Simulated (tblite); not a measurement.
## Geometry relaxation of C3H5F2OS (part 1 of 4)

- system: C3H5F2OS, multiplicity 2
- method: GFN2-xTB geometry optimisation, gas phase (tblite 0.8.0)

It belongs to a series of runs on one base structure; here: H removed from sp3 C.

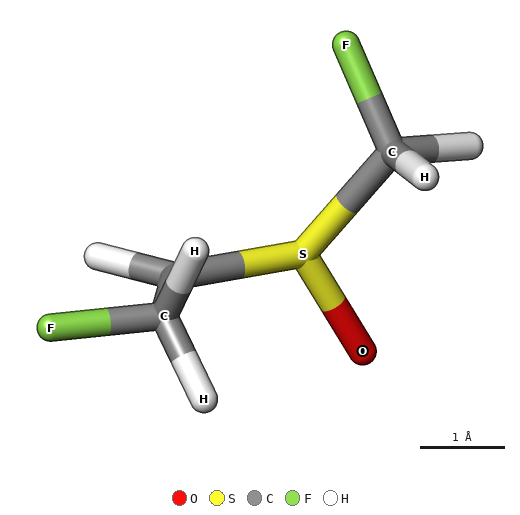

The structure as given in the input (stick view, seen at a tilt). Bond lengths as drawn: C–C 1.46 Å, C–F 1.39 to 1.40 Å, C–H 1.09 to 1.14 Å, C–S 1.71 to 1.77 Å and O–S 1.50 Å.

Results in brief

```json
{"quantity": "outcome", "value": "converged"}
{"quantity": "total energy", "value": "−697.6820 eV"}
{"quantity": "hardware", "value": "1 CPU thread, shared host"}
{"quantity": "peak memory", "value": "0.18 GiB"}
```

Input
```
{"job": {"kind": "relax", "xc": "GFN2-xTB", "basis": "xTB"}, "charge": 0, "multiplicity": 2}
O      0.590400    -1.456800    -1.857100
S      0.595900    -0.214700    -1.012300
C     -0.901500     0.507500    -0.606400
C     -1.694200     0.061200     0.531000
F     -2.868700     0.811800     0.634100
C      1.911100    -0.136200     0.173100
F      2.285800     1.163400     0.483700
H     -1.266400     1.366900    -1.174600
H     -1.167200     0.274500     1.518400
H     -2.015500    -1.014300     0.504600
H      1.714100    -0.754400     1.081200
H      2.817200    -0.609600    -0.301900
```

The first line tells a small driver script what to run in tblite; the rest is the geometry in Å.

Launched with:
```bash
OMP_NUM_THREADS=1 python <driver script> task.json out
```

Log
```
step      E/eV     max force
  0    -695.73269    5.624
  1    -696.39452    4.462
  2    -696.95136    2.039
  3    -697.06388    1.206
  4    -697.13361    0.521
  5    -697.16292    0.694
  6    -697.19126    0.702
  7    -697.22571    0.592
  8    -697.25685    0.596
  9    -697.29243    0.687
 10    -697.33667    0.565
 11    -697.37088    0.519
 12    -697.39225    0.454
 13    -697.41064    0.380
 14    -697.42483    0.307
 15    -697.44172    0.330
 16    -697.45651    0.307
 17    -697.46995    0.364
 18    -697.48453    0.378
 19    -697.50107    0.389
 20    -697.51743    0.357
 21    -697.52891    0.283
 22    -697.53783    0.240
 23    -697.54750    0.281
 24    -697.56056    0.317
 25    -697.56946    0.281
 26    -697.57401    0.163
 27    -697.57649    0.123
 28    -697.57883    0.157
 29    -697.58074    0.158
 30    -697.58249    0.182
 31    -697.58424    0.117
 32    -697.58584    0.118
 33    -697.58718    0.116
 34    -697.58858    0.132
 35    -697.59054    0.133
 36    -697.59347    0.164
 37    -697.59720    0.214
 38    -697.60127    0.237
 39    -697.60537    0.247
 40    -697.60980    0.237
 41    -697.61454    0.236
 42    -697.61992    0.210
 43    -697.62330    0.157
 44    -697.62559    0.157
 45    -697.62720    0.153
 46    -697.63128    0.172
 47    -697.63462    0.164
 48    -697.63853    0.203
 49    -697.64213    0.169
 50    -697.64616    0.176
 51    -697.64891    0.185
 52    -697.65023    0.260
 53    -697.65267    0.147
 54    -697.65540    0.141
 55    -697.65981    0.176
 56    -697.66418    0.211
 57    -697.66804    0.183
 58    -697.67079    0.149
 59    -697.67305    0.148
 60    -697.67476    0.121
 61    -697.67611    0.091
 62    -697.67689    0.071
 63    -697.67746    0.060
 64    -697.67817    0.069
 65    -697.67894    0.061
 66    -697.67937    0.042
 67    -697.67954    0.036
 68    -697.67965    0.029
 69    -697.67979    0.030
 70    -697.67991    0.019
 71    -697.67996    0.019
 72    -697.67999    0.018
 73    -697.68002    0.016
 74    -697.68007    0.018
 75    -697.68012    0.022
 76    -697.68016    0.026
 77    -697.68021    0.025
 78    -697.68030    0.024
 79    -697.68044    0.038
 80    -697.68067    0.061
 81    -697.68102    0.078
 82    -697.68141    0.075
 83    -697.68175    0.045
 84    -697.68194    0.024
 85    -697.68199    0.016
 86    -697.68202    0.013
 87    -697.68203    0.008
```

Trajectory as extended XYZ (Å, eV, eV/Å), 66 of the 88 frames kept, from step=0 to step=87
```
12
Properties=species:S:1:pos:R:3:forces:R:3 step=0 energy=-695.73269
O     0.5904   -1.4568   -1.8571   -0.2380   0.0400   1.6660
S     0.5959   -0.2147   -1.0123    0.5840   2.4390  -5.0340
C    -0.9015    0.5075   -0.6064   -1.1300  -0.5540   0.3080
C    -1.6942    0.0612    0.5310   -0.6560   0.5750   1.6670
F    -2.8687    0.8118    0.6341    0.5280  -0.4700  -0.1040
C     1.9111   -0.1362    0.1731    2.0500  -1.4140   2.2310
F     2.2858    1.1634    0.4837   -0.9420  -1.2670  -0.2460
H    -1.2664    1.3669   -1.1746    0.4930  -0.7030   0.0560
H    -1.1672    0.2745    1.5184   -0.3700  -0.4350  -0.5890
H    -2.0155   -1.0143    0.5046    0.2870   0.6330  -0.0680
H     1.7141   -0.7544    1.0812    0.1880   0.7670   0.0750
H     2.8172   -0.6096   -0.3019   -0.7960   0.3890   0.0380
12
Properties=species:S:1:pos:R:3:forces:R:3 step=1 energy=-696.39452
O     0.5870   -1.4562   -1.8333   -0.4380  -0.3430   1.3410
S     0.6043   -0.1798   -1.0842    1.3480   2.3330  -3.5560
C    -0.9176    0.4996   -0.6020   -0.6820  -0.6950   0.4800
C    -1.7035    0.0694    0.5548   -0.3310   0.1410   0.4590
F    -2.8612    0.8050    0.6326   -0.0310  -0.1290   0.0830
C     1.9404   -0.1564    0.2050    0.5230  -0.5310   0.4770
F     2.2723    1.1454    0.4802   -0.6160  -0.7740   0.0310
H    -1.2593    1.3568   -1.1738    0.2820  -0.4180   0.0800
H    -1.1725    0.2683    1.5099   -0.0870  -0.2610  -0.0660
H    -2.0114   -1.0052    0.5037    0.2250   0.4660   0.0470
H     1.7168   -0.7435    1.0823   -0.0320   0.1820   0.7180
H     2.8058   -0.6040   -0.3014   -0.1600   0.0280  -0.0940
12
Properties=species:S:1:pos:R:3:forces:R:3 step=3 energy=-697.06388
O     0.5681   -1.4544   -1.7620   -0.2800  -0.2430   0.4910
S     0.6543   -0.0895   -1.2545    0.3190   0.5090  -0.2000
C    -0.9335    0.4742   -0.5936    0.8440  -0.0700  -0.1140
C    -1.7195    0.0721    0.5780    0.2020  -0.0740  -0.5240
F    -2.8667    0.8009    0.6375   -0.3060   0.0860   0.1540
C     1.9642   -0.1811    0.2226   -0.8550   0.1300  -0.8410
F     2.2437    1.1130    0.4854   -0.0110   0.1900   0.3880
H    -1.2466    1.3333   -1.1667   -0.0960  -0.0390   0.1560
H    -1.1756    0.2554    1.5099    0.0820  -0.0640   0.2520
H    -2.0015   -0.9850    0.5073   -0.0530  -0.1800   0.1620
H     1.7125   -0.7342    1.1173   -0.2340   0.0450   0.1750
H     2.8016   -0.6053   -0.3073    0.3900  -0.2900  -0.0970
12
Properties=species:S:1:pos:R:3:forces:R:3 step=4 energy=-697.13361
O     0.5607   -1.4534   -1.7420   -0.2400  -0.3170   0.3360
S     0.6613   -0.0774   -1.2741    0.3130   0.3330  -0.0380
C    -0.9100    0.4730   -0.6005    0.3330   0.0440   0.2380
C    -1.7164    0.0691    0.5684    0.2480   0.1250  -0.2140
F    -2.8757    0.8032    0.6419    0.1680  -0.1440  -0.0070
C     1.9462   -0.1799    0.2029   -0.3030   0.0670  -0.3260
F     2.2413    1.1161    0.4960   -0.0760  -0.1160   0.2140
H    -1.2479    1.3292   -1.1614   -0.0620   0.0220   0.0760
H    -1.1735    0.2527    1.5168   -0.0860  -0.1000  -0.1030
H    -2.0021   -0.9880    0.5117   -0.0410  -0.1250   0.0920
H     1.7058   -0.7324    1.1249   -0.1920   0.2570  -0.3880
H     2.8114   -0.6130   -0.3106   -0.0620  -0.0470   0.1190
12
Properties=species:S:1:pos:R:3:forces:R:3 step=5 energy=-697.16292
O     0.5528   -1.4554   -1.7238   -0.1800  -0.1930   0.2610
S     0.6701   -0.0674   -1.2884    0.1660   0.0260   0.0710
C    -0.8925    0.4740   -0.6004    0.1220   0.2120   0.2590
C    -1.7108    0.0693    0.5612    0.1970   0.0070  -0.0120
F    -2.8768    0.8016    0.6437    0.3410  -0.1910  -0.1070
C     1.9338   -0.1781    0.1878    0.0090   0.0680  -0.0450
F     2.2380    1.1145    0.5051   -0.0830  -0.1670   0.1100
H    -1.2493    1.3266   -1.1570   -0.0230   0.0160   0.0490
H    -1.1743    0.2493    1.5181   -0.1030  -0.0970  -0.1920
H    -2.0028   -0.9910    0.5156    0.0170  -0.0070   0.0330
H     1.6987   -0.7266    1.1220   -0.2290   0.2710  -0.5970
H     2.8143   -0.6173   -0.3099   -0.2340   0.0540   0.1700
12
Properties=species:S:1:pos:R:3:forces:R:3 step=7 energy=-697.22571
O     0.5264   -1.4666   -1.6714   -0.0480   0.0170   0.1680
S     0.6923   -0.0573   -1.3057   -0.2910  -0.3470   0.0260
C    -0.8473    0.4940   -0.5870   -0.0940   0.3240   0.1590
C    -1.6879    0.0633    0.5460    0.0320  -0.1930   0.2400
F    -2.8585    0.7884    0.6388    0.3080  -0.0810  -0.2500
C     1.9102   -0.1662    0.1525    0.4210   0.1170   0.2870
F     2.2280    1.1056    0.5298   -0.0160   0.0580  -0.0700
H    -1.2534    1.3231   -1.1452    0.0630   0.0510  -0.0230
H    -1.1792    0.2369    1.5118    0.0840  -0.0740  -0.0300
H    -2.0012   -0.9963    0.5240    0.1800   0.0630  -0.1570
H     1.6650   -0.7026    1.0793   -0.4350  -0.0570  -0.3980
H     2.8068   -0.6231   -0.2991   -0.2050   0.1240   0.0490
12
Properties=species:S:1:pos:R:3:forces:R:3 step=8 energy=-697.25685
O     0.5113   -1.4752   -1.6424   -0.0140   0.0190   0.1650
S     0.6978   -0.0595   -1.3086   -0.4440  -0.3040  -0.0780
C    -0.8261    0.5119   -0.5743   -0.0810   0.2370   0.0690
C    -1.6740    0.0563    0.5418   -0.0030  -0.1610   0.2130
F    -2.8411    0.7794    0.6302    0.1190   0.0300  -0.2460
C     1.9058   -0.1560    0.1395    0.3520   0.1460   0.2510
F     2.2232    1.1031    0.5411    0.0500   0.2330  -0.0980
H    -1.2546    1.3239   -1.1400    0.0930   0.0740  -0.0330
H    -1.1798    0.2289    1.5077    0.2110  -0.0660   0.1540
H    -1.9964   -0.9986    0.5246    0.2400  -0.0180  -0.2420
H     1.6370   -0.6916    1.0462   -0.5230  -0.2730  -0.0870
H     2.7982   -0.6231   -0.2920    0.0000   0.0840  -0.0670
12
Properties=species:S:1:pos:R:3:forces:R:3 step=9 energy=-697.29243
O     0.4937   -1.4873   -1.6075   -0.0080  -0.0240   0.1830
S     0.6962   -0.0655   -1.3119   -0.4680  -0.1670  -0.1650
C    -0.8041    0.5355   -0.5575   -0.0340   0.0780  -0.0290
C    -1.6576    0.0468    0.5401    0.0070  -0.0340   0.1200
F    -2.8196    0.7699    0.6159   -0.1140   0.1290  -0.1820
C     1.9059   -0.1416    0.1290    0.1120   0.1230   0.1580
F     2.2192    1.1051    0.5520    0.1100   0.3500  -0.0920
H    -1.2543    1.3269   -1.1350    0.1130   0.0960  -0.0160
H    -1.1761    0.2186    1.5064    0.2940  -0.0680   0.3170
H    -1.9865   -1.0025    0.5203    0.2820  -0.1250  -0.3090
H     1.5952   -0.6848    1.0075   -0.5360  -0.3930   0.1750
H     2.7893   -0.6217   -0.2853    0.2400   0.0350  -0.1590
12
Properties=species:S:1:pos:R:3:forces:R:3 step=11 energy=-697.37088
O     0.4475   -1.5219   -1.5070   -0.0250  -0.0160   0.2000
S     0.6709   -0.0836   -1.3316   -0.1590   0.0050  -0.0690
C    -0.7521    0.5941   -0.5171   -0.0310  -0.2650  -0.2390
C    -1.6144    0.0276    0.5411    0.0170   0.2720  -0.0170
F    -2.7741    0.7525    0.5721   -0.3410   0.1010   0.0840
C     1.9058   -0.1035    0.1127   -0.3570  -0.1740   0.0070
F     2.2148    1.1265    0.5744    0.0650   0.0940  -0.0950
H    -1.2461    1.3402   -1.1218    0.1500   0.1230   0.0920
H    -1.1518    0.1878    1.5204    0.1700  -0.0840   0.2840
H    -1.9437   -1.0205    0.4904    0.3670  -0.0890  -0.3560
H     1.4628   -0.6848    0.9166   -0.1260  -0.0830   0.1630
H     2.7817   -0.6149   -0.2761    0.2710   0.1160  -0.0550
12
Properties=species:S:1:pos:R:3:forces:R:3 step=12 energy=-697.39225
O     0.4409   -1.5274   -1.4878   -0.0680  -0.1500   0.1560
S     0.6591   -0.0884   -1.3376    0.0360   0.0850   0.0540
C    -0.7490    0.5980   -0.5156   -0.0400  -0.2470  -0.1930
C    -1.6086    0.0301    0.5443   -0.0120   0.2150  -0.0170
F    -2.7740    0.7526    0.5651   -0.2020  -0.0130   0.1630
C     1.9029   -0.1016    0.1158   -0.2850  -0.1270  -0.1350
F     2.2162    1.1336    0.5734   -0.0240  -0.1150  -0.0940
H    -1.2402    1.3457   -1.1186    0.1210   0.1580   0.0920
H    -1.1424    0.1810    1.5301    0.0290  -0.0710   0.1050
H    -1.9267   -1.0248    0.4751    0.3470   0.0520  -0.2880
H     1.4367   -0.6897    0.9067    0.0230   0.0470   0.1080
H     2.7864   -0.6098   -0.2768    0.0740   0.1650   0.0510
12
Properties=species:S:1:pos:R:3:forces:R:3 step=13 energy=-697.41064
O     0.4354   -1.5333   -1.4707   -0.0700  -0.1000   0.1010
S     0.6503   -0.0901   -1.3434    0.1370  -0.0910   0.1520
C    -0.7492    0.5947   -0.5201   -0.1020  -0.1030  -0.0920
C    -1.6062    0.0363    0.5477    0.0060   0.0920  -0.0330
F    -2.7794    0.7530    0.5639   -0.0120  -0.1230   0.2030
C     1.8965   -0.1035    0.1166   -0.1440  -0.0400  -0.1860
F     2.2164    1.1361    0.5695   -0.1090  -0.2380  -0.0820
H    -1.2327    1.3529   -1.1145    0.0970   0.1790   0.0760
H    -1.1347    0.1747    1.5399   -0.1010  -0.0390  -0.0830
H    -1.9060   -1.0259    0.4570    0.2820   0.1650  -0.1950
H     1.4191   -0.6933    0.9048    0.1310   0.1380   0.0180
H     2.7917   -0.6022   -0.2768   -0.1150   0.1610   0.1210
12
Properties=species:S:1:pos:R:3:forces:R:3 step=15 energy=-697.44172
O     0.4178   -1.5514   -1.4272   -0.0410  -0.0010   0.0290
S     0.6420   -0.1033   -1.3453    0.0350  -0.3090   0.0570
C    -0.7495    0.5919   -0.5298   -0.0790   0.2280   0.0250
C    -1.5965    0.0486    0.5490    0.0390  -0.1210  -0.0530
F    -2.7846    0.7436    0.5724    0.1680  -0.2080   0.1940
C     1.8756   -0.1053    0.1041    0.1000   0.0040   0.0320
F     2.2087    1.1292    0.5616   -0.2110  -0.0890  -0.0310
H    -1.2135    1.3773   -1.1013    0.0790   0.1840   0.0250
H    -1.1272    0.1600    1.5508   -0.1690   0.0360  -0.2470
H    -1.8525   -1.0197    0.4141    0.0890   0.1400  -0.0430
H     1.3883   -0.6901    0.8947    0.2260   0.1490  -0.0660
H     2.7927   -0.5815   -0.2690   -0.2360  -0.0110   0.0770
12
Properties=species:S:1:pos:R:3:forces:R:3 step=16 energy=-697.45651
O     0.4059   -1.5633   -1.4020   -0.0510  -0.0870   0.0250
S     0.6392   -0.1173   -1.3425   -0.0850  -0.1760  -0.0940
C    -0.7486    0.5972   -0.5328    0.0300   0.3040   0.0310
C    -1.5884    0.0522    0.5464    0.0330  -0.1450  -0.0650
F    -2.7823    0.7330    0.5810    0.1260  -0.1870   0.1560
C     1.8644   -0.1048    0.0957    0.1730   0.0190   0.1480
F     2.1996    1.1241    0.5582   -0.2240   0.0920   0.0000
H    -1.2020    1.3952   -1.0932    0.0770   0.1840  -0.0030
H    -1.1272    0.1525    1.5506   -0.1000   0.0580  -0.2090
H    -1.8221   -1.0144    0.3906   -0.0080   0.0180  -0.0010
H     1.3749   -0.6840    0.8847    0.1960   0.0550   0.0170
H     2.7878   -0.5714   -0.2625   -0.1660  -0.1350  -0.0030
12
Properties=species:S:1:pos:R:3:forces:R:3 step=17 energy=-697.46995
O     0.3886   -1.5801   -1.3670   -0.0280   0.0750   0.0160
S     0.6351   -0.1323   -1.3454   -0.2430  -0.2400  -0.1250
C    -0.7404    0.6126   -0.5315    0.1430   0.2340   0.0110
C    -1.5759    0.0515    0.5416    0.0480  -0.0680  -0.1070
F    -2.7740    0.7177    0.5887    0.0090  -0.1360   0.1060
C     1.8552   -0.1006    0.0869    0.1140   0.0070   0.2040
F     2.1858    1.1222    0.5582   -0.2020   0.2520   0.0090
H    -1.1894    1.4162   -1.0841    0.0650   0.2060  -0.0300
H    -1.1274    0.1436    1.5475    0.0150   0.0600  -0.1120
H    -1.7907   -1.0110    0.3670   -0.0660  -0.1290  -0.0060
H     1.3547   -0.6759    0.8674    0.1720  -0.0330   0.1150
H     2.7794   -0.5646   -0.2554   -0.0270  -0.2270  -0.0790
12
Properties=species:S:1:pos:R:3:forces:R:3 step=19 energy=-697.50107
O     0.3516   -1.6171   -1.3007   -0.1100   0.0870   0.0320
S     0.6123   -0.1751   -1.3523   -0.2060   0.0330  -0.0530
C    -0.7220    0.6538   -0.5315    0.1620  -0.0040  -0.0130
C    -1.5500    0.0495    0.5240    0.0150   0.0420  -0.1310
F    -2.7616    0.6765    0.6165   -0.2050  -0.0370  -0.0860
C     1.8415   -0.0933    0.0815   -0.0680   0.0370   0.0360
F     2.1430    1.1327    0.5533   -0.1110   0.3130  -0.0430
H    -1.1557    1.4782   -1.0669    0.1080   0.1370   0.0020
H    -1.1265    0.1305    1.5333    0.2830   0.0070   0.0610
H    -1.7260   -1.0101    0.3130   -0.1090  -0.2220  -0.0120
H     1.3333   -0.6634    0.8491    0.0580  -0.1870   0.3360
H     2.7612   -0.5628   -0.2454    0.1830  -0.2060  -0.1310
```
